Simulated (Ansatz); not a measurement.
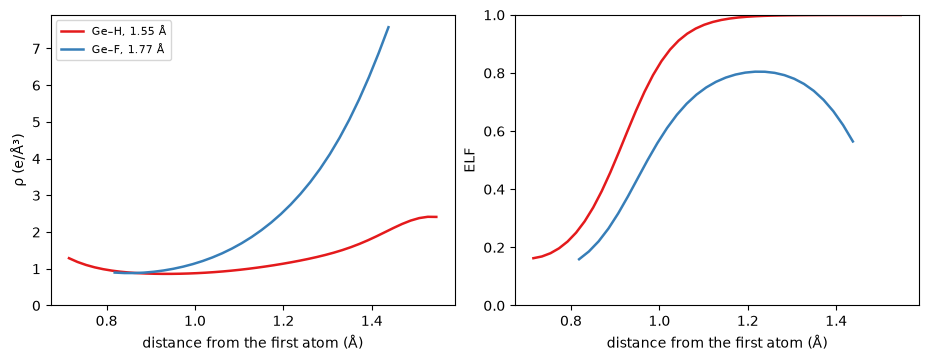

*FGeH₃. Total electron density and electron localisation function along straight lines between neighbouring atoms. The curves leave out the atomic cores.*

These are results of Ansatz 0.2.0, RKS PBE-D4/def2-mTZVP, not measurements.

```yaml
atoms:
  - { symbol: Ge, position_ang: [0.0316, 0.0542, 0.0224] }
  - { symbol: H, position_ang: [-0.0103, -0.0180, 1.5661] }
  - { symbol: H, position_ang: [1.4732, -0.0181, -0.5313] }
  - { symbol: H, position_ang: [-0.7516, 1.2664, -0.5316] }
  - { symbol: F, position_ang: [-0.8025, -1.3906, -0.5675] }
```

> Compare the contacts.

Ge–H (1.55 Å): ρ is about 1 e/Å³ halfway; the ELF climbs to about 1 towards the hydrogen.
Ge–F (1.77 Å): the density is about 0.9 e/Å³ at the midpoint; the ELF peaks at about 0.80 in the valence shell of F, 0.6 Å from its nucleus, and is about 0.25 at the midpoint.
